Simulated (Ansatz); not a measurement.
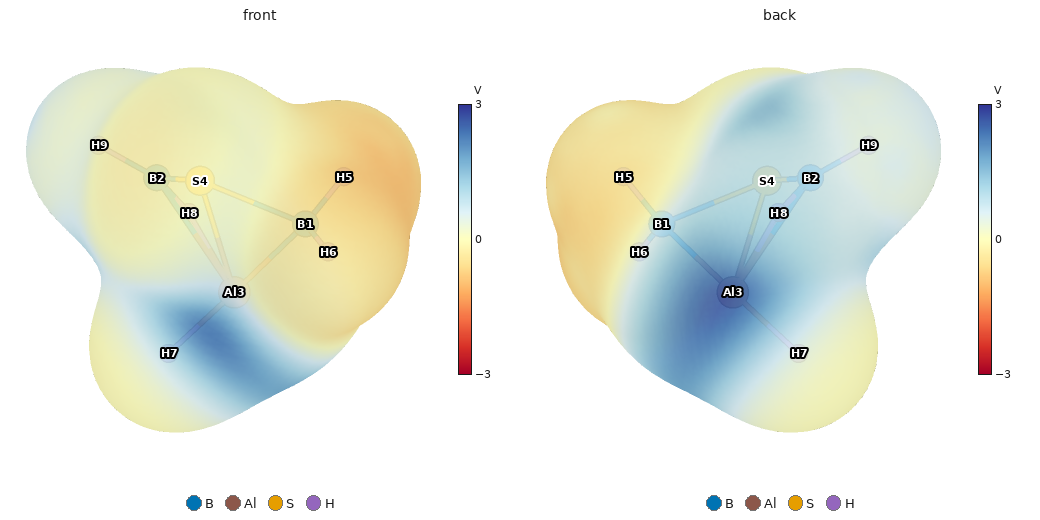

Figure 1: AlB2H5S. The electrostatic potential painted on the density surface at 0.002 e/bohr³, seen from the front and from behind; red is negative and blue positive.

Geometry: PBE0-D4/def2-TZVP.

Theory: Ansatz 0.2.0, RKS PBE0-D4/def2-TZVPP.

```xyz
9

B     0.1423    1.1128   -1.1433
B    -0.7874   -0.4817    1.1888
Al    0.8659   -0.7139   -0.5399
S    -0.1558    1.1082    0.8353
H    -0.9162    1.1405   -1.6994
H     0.9666    1.9460   -1.3917
H     1.8202   -1.7424    0.2017
H    -0.7243   -1.3556    0.2983
H    -1.2841   -0.8285    2.2092
```

Describe the electrostatic potential map.

The most negative region (about −0.9 V) lies over H5, the most positive (about +2.5 V) over Al3.
